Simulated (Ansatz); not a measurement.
# SiC (zinc blende): scan of one atom of the cell

SiC (zinc blende)

```xyz
2
Lattice="0.0000 2.1899 2.1899 2.1899 0.0000 2.1899 2.1899 2.1899 0.0000" Properties=species:S:1:pos:R:3 pbc="T T T"
C      3.2848     3.2848     3.2848
Si     0.0000     0.0000     0.0000
```

Scan: atom 1 (C, nearest neighbour Si at 1.896 Å; its periodic images, 3.1 Å or more away, move with it) is displaced along Cartesian [110], direction (0.707, 0.707, 0.000) in Cartesian axes, by s. The other atoms stay.

Computed with PBE (plane waves to 420 eV, PAW, scalar-relativistic; Ansatz, a first-principles code). k mesh 10×10×10 (Γ-centred), Fermi-Dirac smearing 0.05 eV. The energy includes the smearing's −TS. As the smearing reaches across the gap at some points, energies and forces of such displacements shift with the k mesh and the smearing. F∥ is the force on the atom along that direction. SiC was relaxed with its symmetry unable to fall. ΔE is measured from the undisplaced structure.

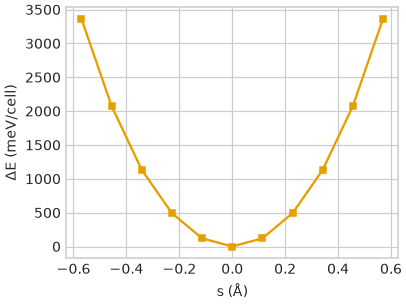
*ΔE (meV/cell) against s (Å); markers are the computed points, lines only join them.*

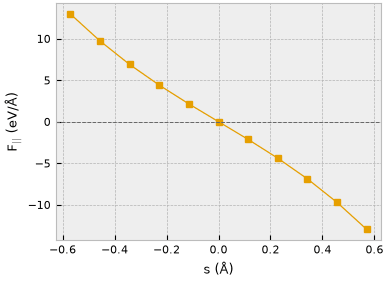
F∥ (eV/Å) against s (Å); computed points joined by lines.

The force constant k = d²E/ds² at s = 0 (finite differences) is 18.6 eV/Å², the force along the line at s = -0.570 Å is 13.0 eV/Å and the energy at s = 0.570 Å is 3364 meV/cell. Shape of the curve: a single well with its minimum at or next to zero displacement. Symmetry of the curve: even: the same for both signs.

The forces along the line at the two nearest points give (2.138 − (-2.138)) / (2·0.114) = 18.75 eV/Å²; the next pair corrects for the finite step.

(A displaced cell: forces are minus the slopes of the energy, force constants its curvatures, and phonons follow from these.)
